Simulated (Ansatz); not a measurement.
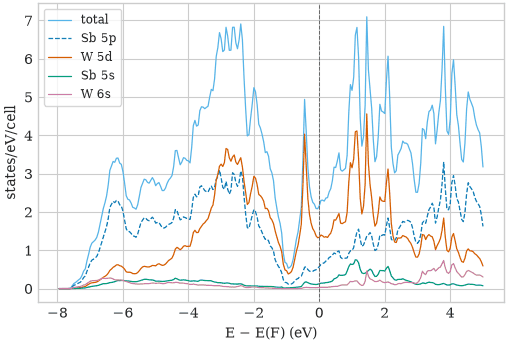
*Total and projected density of states of Sb2W in space group C2/m (No. 12; W on 4i, Sb on 4i, Sb on 4i), DFT-r²SCAN in the program Ansatz with PAW potentials*

Problem. Which orbitals carry the states next to the Fermi level?

Solution. Within 0.5 eV of the Fermi level: W 5d 66 %, Sb 5p 23 %, Sb 5s 6 %. Projections are on Löwdin-orthogonalised atomic valence shells; empty p or d shells of many metals are not among them.

Problem. Where is the tallest occupied peak in this window, and what makes it?

Solution. Near -2.4 eV, about 6.9 states/eV per cell; the largest projected share is W 5d.

The start of the workflow was typed in or built on a structure type; neither database checked (COD, Materials Project) lists it. Its standing as an ambient phase is unchecked. The cell was relaxed with r²SCAN under the symmetry of its start; whether a distortion lowers the energy is not shown. No spin polarisation was allowed. The volume moved by -21 % from the start of the relaxation. Its formation energy is positive at this level, so the cell may be metastable or incomplete. Scalar-relativistic: spin–orbit coupling is off unless named, which matters more the heavier the elements.

Potentials: the earlier of the program's two PAW sets. The files were generated under PBE; for other functionals the program regenerates the frozen cores, and for LDA and PBEsol the local potential too.
